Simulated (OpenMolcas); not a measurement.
# Energy and gradient calculation of C$_{2}$H$_{8}$Si (part 2 of 2)

The same run, continued: C$_{2}$H$_{8}$Si; SVWN5/def2-SVP, RKS (OpenMolcas 26.06). The geometry comes from this level: PBE0-D4/def2-TZVP.

Geometry of the input (Å):
```
C  -1.0502  0.9672  -0.6612
Si -0.3092  -0.6532  -0.0876
C  1.3466  -0.3923  0.7457
H  -2.0158  0.8069  -1.1461
H  -0.3917  1.4646  -1.3778
H  -1.2049  1.6449  0.1821
H  -0.1399  -1.5642  -1.2561
H  -1.2451  -1.3193  0.8633
H  2.0582  0.0752  0.0604
H  1.7726  -1.3420  1.0774
H  1.2448  0.2552  1.6203
```

The program's output, continued:
```
::    Total KS-DFT energy                            -368.4182411695
      One-electron energy                            -767.7368269216
      Two-electron energy                             285.1600815585
      Nuclear repulsion energy                        114.1585041936
      Kinetic energy (interpolated)                   367.6904416540
      Virial theorem                                    1.0019793811
      Total spin, S(S+1)                                0.0000000000
      Total spin, S                                     0.0000000000
      Max non-diagonal density matrix element           0.0000002545
      Max non-diagonal Fock matrix element              0.0000000303

      All orbitals with orbital energies smaller than  E(LUMO)+0.5 are printed

++    Molecular orbitals:
      -------------------

      Title: RKS-DFT orbitals

      Molecular orbitals for symmetry species 1: a

      Basis set list:
        1 C1     1s                 19 SI2    2px                37 C3     2px                55 H5     2py                73 H9     1s
        2 C1     1s                 20 SI2    2px                38 C3     2py                56 H5     2pz                74 H9     2px
        3 C1     1s                 21 SI2    2px                39 C3     2py                57 H6     1s                 75 H9     2py
        4 C1     2px                22 SI2    2py                40 C3     2pz                58 H6     1s                 76 H9     2pz
        5 C1     2px                23 SI2    2py                41 C3     2pz                59 H6     2px                77 H10    1s
        6 C1     2py                24 SI2    2py                42 C3     3d2-               60 H6     2py                78 H10    1s
        7 C1     2py                25 SI2    2pz                43 C3     3d1-               61 H6     2pz                79 H10    2px
        8 C1     2pz                26 SI2    2pz                44 C3     3d0                62 H7     1s                 80 H10    2py
        9 C1     2pz                27 SI2    2pz                45 C3     3d1+               63 H7     1s                 81 H10    2pz
       10 C1     3d2-               28 SI2    3d2-               46 C3     3d2+               64 H7     2px                82 H11    1s
       11 C1     3d1-               29 SI2    3d1-               47 H4     1s                 65 H7     2py                83 H11    1s
       12 C1     3d0                30 SI2    3d0                48 H4     1s                 66 H7     2pz                84 H11    2px
       13 C1     3d1+               31 SI2    3d1+               49 H4     2px                67 H8     1s                 85 H11    2py
       14 C1     3d2+               32 SI2    3d2+               50 H4     2py                68 H8     1s                 86 H11    2pz
       15 SI2    1s                 33 C3     1s                 51 H4     2pz                69 H8     2px
       16 SI2    1s                 34 C3     1s                 52 H5     1s                 70 H8     2py
       17 SI2    1s                 35 C3     1s                 53 H5     1s                 71 H8     2pz
       18 SI2    1s                 36 C3     2px                54 H5     2px                72 H9     1s

  Index Energy  Occupation Coefficients ...

    1  -65.0818    2.0000         15 SI2    1s     ( 0.994),

    2   -9.7688    2.0000          1 C1     1s     (-0.634),    33 C3     1s     ( 0.754),

    3   -9.7687    2.0000          1 C1     1s     ( 0.754),    33 C3     1s     ( 0.634),

    4   -5.0034    2.0000         16 SI2    1s     ( 1.015),

    5   -3.4476    2.0000         19 SI2    2px    (-0.452),    25 SI2    2pz    ( 0.866),

    6   -3.4474    2.0000         22 SI2    2py    (-0.876),

    7   -3.4470    2.0000         19 SI2    2px    (-0.761),    22 SI2    2py    ( 0.432),    25 SI2    2pz    (-0.446),

    8   -0.6320    2.0000          1 C1     1s     (-0.169),     2 C1     1s     ( 0.319),    16 SI2    1s     ( 0.172),    17 SI2    1s     ( 0.249),
                                  33 C3     1s     (-0.168),    34 C3     1s     ( 0.318),

    9   -0.6058    2.0000          1 C1     1s     ( 0.179),     2 C1     1s     (-0.342),    33 C3     1s     (-0.180),    34 C3     1s     ( 0.343),

   10   -0.4432    2.0000         16 SI2    1s     (-0.356),    17 SI2    1s     (-0.559),

   11   -0.3721    2.0000          4 C1     2px    (-0.132),     8 C1     2pz    ( 0.253),    27 SI2    2pz    ( 0.137),    36 C3     2px    (-0.132),
                                  40 C3     2pz    ( 0.253),    52 H5     1s     (-0.188),    57 H6     1s     ( 0.188),    72 H9     1s     (-0.188),
                                  82 H11    1s     ( 0.188),

   12   -0.3686    2.0000          4 C1     2px    ( 0.263),    38 C3     2py    ( 0.281),    47 H4     1s     (-0.245),    77 H10    1s     (-0.245),

   13   -0.3508    2.0000          4 C1     2px    (-0.222),     6 C1     2py    (-0.206),    38 C3     2py    ( 0.316),    47 H4     1s     ( 0.222),
                                  77 H10    1s     (-0.222),

   14   -0.3501    2.0000          4 C1     2px    ( 0.149),     8 C1     2pz    (-0.281),    36 C3     2px    (-0.147),    40 C3     2pz    ( 0.282),
                                  52 H5     1s     ( 0.214),    57 H6     1s     (-0.212),    72 H9     1s     (-0.214),    82 H11    1s     ( 0.212),

   15   -0.2776    2.0000          6 C1     2py    ( 0.268),     7 C1     2py    ( 0.143),    22 SI2    2py    ( 0.141),    23 SI2    2py    (-0.247),
                                  24 SI2    2py    (-0.177),    36 C3     2px    ( 0.207),    62 H7     1s     ( 0.204),    67 H8     1s     ( 0.204),

   16   -0.2772    2.0000          4 C1     2px    ( 0.193),     6 C1     2py    (-0.252),    20 SI2    2px    (-0.218),    36 C3     2px    ( 0.310),
                                  37 C3     2px    ( 0.174),    40 C3     2pz    ( 0.164),

   17   -0.2756    2.0000         26 SI2    2pz    (-0.236),    27 SI2    2pz    (-0.172),    62 H7     1s     ( 0.304),    63 H7     1s     ( 0.199),
                                  67 H8     1s     (-0.304),    68 H8     1s     (-0.199),

   18    0.0232    0.0000          3 C1     1s     (-1.686),    24 SI2    2py    ( 0.984),    35 C3     1s     (-1.687),

   19    0.0298    0.0000          3 C1     1s     ( 1.586),    21 SI2    2px    ( 1.075),    35 C3     1s     (-1.584),

   20    0.0582    0.0000         21 SI2    2px    (-0.689),    27 SI2    2pz    ( 1.321),    63 H7     1s     ( 1.102),    68 H8     1s     (-1.102),

   21    0.0720    0.0000          3 C1     1s     ( 0.797),    18 SI2    1s     (-0.784),    24 SI2    2py    ( 1.149),    35 C3     1s     ( 0.798),
                                  53 H5     1s     (-0.622),    58 H6     1s     (-0.622),    63 H7     1s     ( 0.997),    68 H8     1s     ( 0.997),
                                  73 H9     1s     (-0.623),    83 H11    1s     (-0.622),

   22    0.0863    0.0000          5 C1     2px    ( 0.803),    39 C3     2py    ( 0.862),    48 H4     1s     ( 1.330),    78 H10    1s     ( 1.330),

   23    0.0947    0.0000          9 C1     2pz    ( 0.788),    27 SI2    2pz    (-0.725),    41 C3     2pz    ( 0.788),    53 H5     1s     ( 1.027),
                                  58 H6     1s     (-1.027),    73 H9     1s     ( 1.027),    83 H11    1s     (-1.027),

   24    0.1088    0.0000          3 C1     1s     (-1.022),    35 C3     1s     ( 1.021),    48 H4     1s     ( 1.344),    78 H10    1s     (-1.343),

   25    0.1103    0.0000         17 SI2    1s     (-1.316),    18 SI2    1s     (-1.061),    63 H7     1s     ( 0.671),    68 H8     1s     ( 0.671),

   26    0.1160    0.0000          9 C1     2pz    ( 0.780),    41 C3     2pz    (-0.780),    53 H5     1s     ( 1.125),    58 H6     1s     (-1.123),
                                  73 H9     1s     (-1.125),    83 H11    1s     ( 1.123),

   27    0.1222    0.0000          5 C1     2px    ( 0.525),     7 C1     2py    ( 0.694),    21 SI2    2px    (-0.535),    39 C3     2py    (-0.861),
                                  48 H4     1s     ( 0.772),    53 H5     1s     (-0.999),    58 H6     1s     (-1.001),    73 H9     1s     ( 0.999),
                                  78 H10    1s     (-0.772),    83 H11    1s     ( 1.001),

   28    0.2589    0.0000         18 SI2    1s     (-5.840),

   29    0.2924    0.0000         26 SI2    2pz    (-0.578),    63 H7     1s     (-0.937),    68 H8     1s     ( 0.938),

   30    0.2953    0.0000         17 SI2    1s     ( 0.666),    18 SI2    1s     (-1.125),    24 SI2    2py    ( 0.695),    63 H7     1s     ( 0.610),
                                  68 H8     1s     ( 0.610),

   31    0.3283    0.0000          8 C1     2pz    ( 0.251),     9 C1     2pz    (-0.316),    30 SI2    3d0    ( 0.348),    31 SI2    3d1+   ( 0.238),
                                  40 C3     2pz    (-0.251),    41 C3     2pz    ( 0.316),    52 H5     1s     (-0.347),    53 H5     1s     ( 0.384),
                                  57 H6     1s     ( 0.347),    58 H6     1s     (-0.384),    72 H9     1s     ( 0.347),    73 H9     1s     (-0.384),
                                  82 H11    1s     (-0.347),    83 H11    1s     ( 0.384),

   32    0.3417    0.0000          7 C1     2py    (-0.494),    23 SI2    2py    (-0.831),    24 SI2    2py    ( 0.534),    37 C3     2px    (-0.483),

   33    0.3632    0.0000          7 C1     2py    (-0.606),    20 SI2    2px    ( 0.862),    21 SI2    2px    (-0.493),    23 SI2    2py    (-0.489),
                                  26 SI2    2pz    ( 0.506),    37 C3     2px    ( 0.625),

   34    0.4868    0.0000          3 C1     1s     ( 1.617),     7 C1     2py    (-1.240),    21 SI2    2px    ( 1.913),    24 SI2    2py    (-1.085),
                                  27 SI2    2pz    ( 1.123),    35 C3     1s     (-1.617),    37 C3     2px    ( 1.099),

   35    0.5109    0.0000          3 C1     1s     (-1.373),    18 SI2    1s     ( 1.378),    24 SI2    2py    ( 1.991),    35 C3     1s     (-1.372),

   36    0.5135    0.0000         21 SI2    2px    (-1.346),    27 SI2    2pz    ( 2.580),    63 H7     1s     ( 1.686),    68 H8     1s     (-1.686),

   37    0.5201    0.0000          5 C1     2px    ( 0.479),     9 C1     2pz    (-0.918),    37 C3     2px    ( 0.479),    41 C3     2pz    (-0.918),
                                  52 H5     1s     (-0.490),    57 H6     1s     ( 0.490),    72 H9     1s     (-0.490),    82 H11    1s     ( 0.490),

--

++    Molecular charges:
      ------------------

      Mulliken charges per centre and basis function type
      ---------------------------------------------------

                C1      SI2     C3      H4      H5      H6      H7      H8      H9      H10     H11
      1s       3.1264  5.2706  3.1265  0.8819  0.8872  0.8872  1.0360  1.0360  0.8872  0.8819  0.8872
      2px      1.0609  2.7279  1.0962  0.0105  0.0081  0.0055  0.0010  0.0030  0.0086  0.0069  0.0063
      2pz      1.0512  2.8105  1.0570  0.0066  0.0081  0.0096  0.0042  0.0031  0.0084  0.0060  0.0095
      2py      1.0939  2.7410  1.0527  0.0064  0.0072  0.0083  0.0030  0.0021  0.0065  0.0105  0.0076
      3d2+     0.0029  0.0435  0.0023  0.0000  0.0000  0.0000  0.0000  0.0000  0.0000  0.0000  0.0000
      3d1+     0.0045  0.0471  0.0030  0.0000  0.0000  0.0000  0.0000  0.0000  0.0000  0.0000  0.0000
      3d0      0.0012  0.0217  0.0019  0.0000  0.0000  0.0000  0.0000  0.0000  0.0000  0.0000  0.0000
      3d1-     0.0048  0.0573  0.0051  0.0000  0.0000  0.0000  0.0000  0.0000  0.0000  0.0000  0.0000
      3d2-     0.0018  0.0433  0.0030  0.0000  0.0000  0.0000  0.0000  0.0000  0.0000  0.0000  0.0000
      Total    6.3476 13.7630  6.3476  0.9054  0.9107  0.9107  1.0442  1.0442  0.9107  0.9054  0.9107

      N-E     -0.3476  0.2370 -0.3476  0.0946  0.0893  0.0893 -0.0442 -0.0442  0.0893  0.0946  0.0893

      Total electronic charge=   34.000000

      Total            charge=   -0.000000
--

++    Molecular properties:
      ---------------------

      Charge (e):
                      =   -0.0000
      Dipole Moment (debye):
      Origin of the operator (angstrom)=   -0.0835   -0.1891   -0.0235
                   X=  3.7371E-01               Y=  7.6951E-01               Z=  1.0600E-01           Total=  8.6200E-01
      Quadrupole Moment (debye*angstrom):
      Origin of the operator (angstrom)=   -0.0835   -0.1891   -0.0235
                  XX= -2.8746E+01              XY= -6.3287E-01              XZ=  4.6816E-01              YY= -2.9562E+01
                  YZ= -3.2329E-01              ZZ= -2.9222E+01
      In traceless form (debye*angstrom)
                  XX=  6.4611E-01              XY= -9.4930E-01              XZ=  7.0223E-01              YY= -5.7817E-01
                  YZ= -4.8494E-01              ZZ= -6.7945E-02
--

--- Stop Module: scf /rc=_RC_ALL_IS_WELL_ ---
--- Module scf spent 11 seconds ---

--- Start Module: alaska ---

                                              &ALASKA

                       available to each process: 1.9 GB of memory, 1 thread

                     Threshold for contributions to the gradient: 1.000E-07

                    ********************************************
                    * Symmetry Adapted Cartesian Displacements *
                    ********************************************

           Irreducible representation : a
           Basis function(s) of irrep: x, y, xy, Rz, z, xz, Ry, yz, Rx, I

 Basis Label        Type   Center Phase
   1   C1           x         1     1
   2   C1           y         1     1
   3   C1           z         1     1
   4   SI2          x         2     1
   5   SI2          y         2     1
   6   SI2          z         2     1
   7   C3           x         3     1
   8   C3           y         3     1
   9   C3           z         3     1
  10   H4           x         4     1
  11   H4           y         4     1
  12   H4           z         4     1
  13   H5           x         5     1
  14   H5           y         5     1
  15   H5           z         5     1
  16   H6           x         6     1
  17   H6           y         6     1
  18   H6           z         6     1
  19   H7           x         7     1
  20   H7           y         7     1
  21   H7           z         7     1
  22   H8           x         8     1
  23   H8           y         8     1
  24   H8           z         8     1
  25   H9           x         9     1
  26   H9           y         9     1
  27   H9           z         9     1
  28   H10          x        10     1
  29   H10          y        10     1
  30   H10          z        10     1
  31   H11          x        11     1
  32   H11          y        11     1
  33   H11          z        11     1

                     No automatic utilization of translational and rotational invariance of the energy is employed.

 DFT contribution computed for a moving grid.

 Conventional ERI gradients!

 **************************************************
 *              Molecular gradients               *
 **************************************************

  Irreducible representation: a
 ------------------------------------------------------------------------------------------
                              X                       Y                       Z
 ------------------------------------------------------------------------------------------
  C1               -4.71972805173193E-03    9.84599546983400E-03   -3.54302807299112E-03
  SI2              -3.26246697381638E-03   -6.62757429934047E-03   -9.18848198056654E-04
  C3                1.01437743493342E-02    1.43678285350093E-03    5.13121288451446E-03
  H4                1.02687918375968E-02    1.97307870069596E-03    5.12246181275788E-03
  H5               -7.14926964778417E-03   -4.99443489081486E-03    7.55614601919286E-03
  H6                1.54799907949765E-03   -6.95482991428653E-03   -9.14678033669558E-03
  H7               -6.99599684760188E-04    3.95975030224704E-03    5.02680705197545E-03
  H8                4.05781109749981E-03    2.91815326847167E-03   -4.08779262973447E-03
  H9               -7.28776254092622E-03   -4.91073141914677E-03    7.46782575834448E-03
  H10              -4.29481031983436E-03    1.01892088548348E-02   -3.41696245580692E-03
  H11               1.39526085499925E-03   -6.83539892600660E-03   -9.19104183347841E-03
 ------------------------------------------------------------------------------------------

--- Stop Module: alaska /rc=_RC_ALL_IS_WELL_ ---
--- Module alaska spent 11 seconds ---

.##################.
.# Happy landing! #.
.##################.

    Timing: Wall=25.29 User=23.33 System=1.94
```

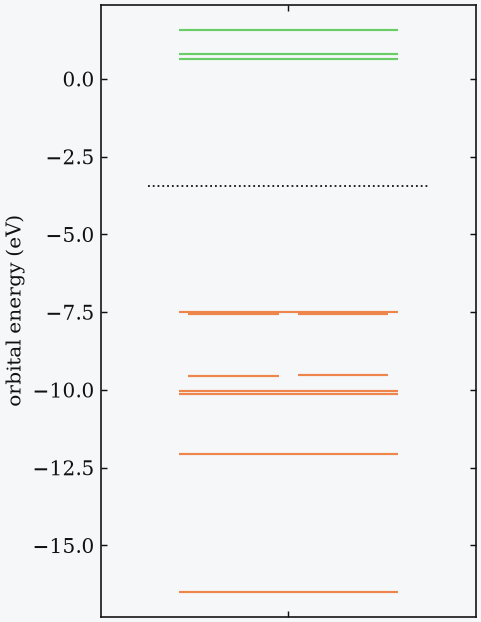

*Orbital energies near the frontier; the dotted line parts filled from empty levels, and levels within 0.02 eV of each other stand side by side.*

Highest filled −7.50 eV, lowest empty 0.63 eV, 8.13 eV apart.

Summary:

```csv
quantity,value
outcome,converged
total energy,−368.418241 hartree
basis functions,86
largest force,0.599 eV/Å
HOMO,−7.50 eV
LUMO,0.63 eV
dipole moment,0.86 debye
hardware,"1 thread of Intel Xeon @ 2.90GHz (Ice Lake), 16 GiB of memory available, shared host"
wall time,26 s
peak memory,0.47 GiB
```
